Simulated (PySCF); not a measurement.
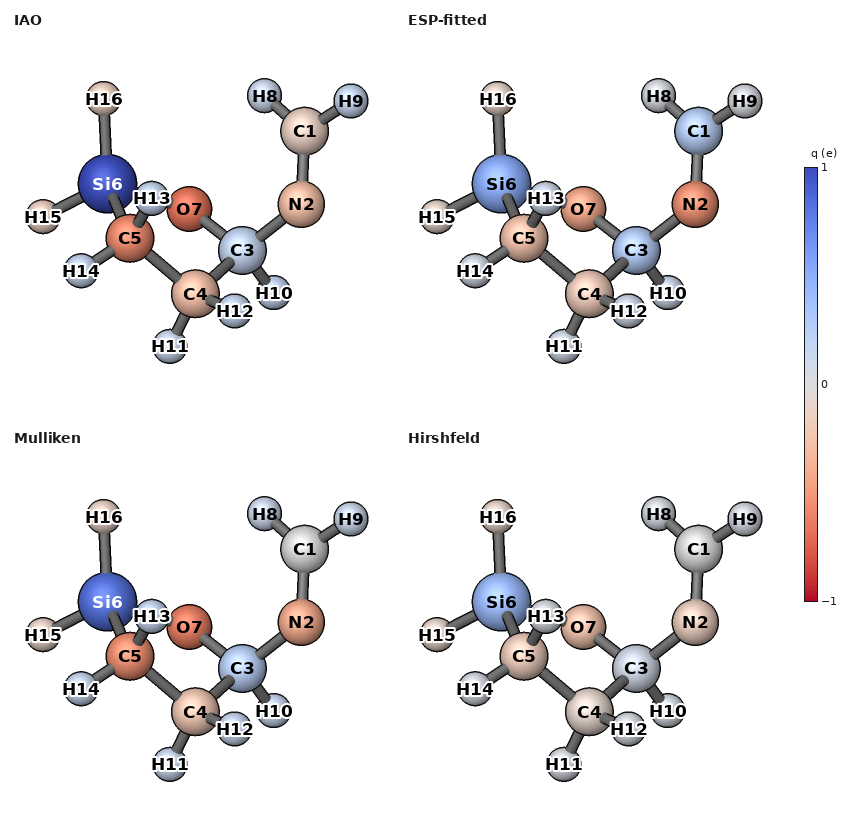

Atomic charges of one calculation by 4 schemes, on one colour scale. The geometry was computed by an optimisation with GFN2-xTB. No frequency run is at hand to confirm it as a minimum. Method: PBE0/pcSseg-1 (PySCF 2.14.0).

> On which atom do the schemes disagree most?

On Si6 (from 0.40 to 0.98 e).

List the charges (e), one line for each set of equivalent atoms.

```json
{"atom": "C1", "IAO": "−0.13", "ESP-fitted": "0.25", "Mulliken": "0.00", "Hirshfeld": "0.00"}
{"atom": "N2", "IAO": "−0.27", "ESP-fitted": "−0.53", "Mulliken": "−0.39", "Hirshfeld": "−0.14"}
{"atom": "C3", "IAO": "0.17", "ESP-fitted": "0.27", "Mulliken": "0.23", "Hirshfeld": "0.08"}
{"atom": "C4", "IAO": "−0.27", "ESP-fitted": "−0.18", "Mulliken": "−0.20", "Hirshfeld": "−0.08"}
{"atom": "C5", "IAO": "−0.56", "ESP-fitted": "−0.24", "Mulliken": "−0.54", "Hirshfeld": "−0.17"}
{"atom": "Si6", "IAO": "0.98", "ESP-fitted": "0.49", "Mulliken": "0.82", "Hirshfeld": "0.40"}
{"atom": "O7", "IAO": "−0.66", "ESP-fitted": "−0.41", "Mulliken": "−0.62", "Hirshfeld": "−0.24"}
{"atom": "H8", "IAO": "0.12", "ESP-fitted": "0.03", "Mulliken": "0.11", "Hirshfeld": "0.04"}
{"atom": "H9", "IAO": "0.15", "ESP-fitted": "0.04", "Mulliken": "0.12", "Hirshfeld": "0.05"}
{"atom": "H10", "IAO": "0.16", "ESP-fitted": "0.11", "Mulliken": "0.14", "Hirshfeld": "0.05"}
{"atom": "H11", "IAO": "0.14", "ESP-fitted": "0.08", "Mulliken": "0.13", "Hirshfeld": "0.04"}
{"atom": "H12", "IAO": "0.16", "ESP-fitted": "0.10", "Mulliken": "0.14", "Hirshfeld": "0.04"}
{"atom": "H13", "IAO": "0.15", "ESP-fitted": "0.10", "Mulliken": "0.15", "Hirshfeld": "0.04"}
{"atom": "H14", "IAO": "0.15", "ESP-fitted": "0.08", "Mulliken": "0.14", "Hirshfeld": "0.04"}
{"atom": "H15", "IAO": "−0.14", "ESP-fitted": "−0.09", "Mulliken": "−0.11", "Hirshfeld": "−0.08"}
{"atom": "H16", "IAO": "−0.15", "ESP-fitted": "−0.10", "Mulliken": "−0.11", "Hirshfeld": "−0.08"}
```

The geometry is semi-empirical. Around Si such bond lengths and angles can be off by a tenth of an ångström or more and by several degrees, and values that hang on the shape move with them.
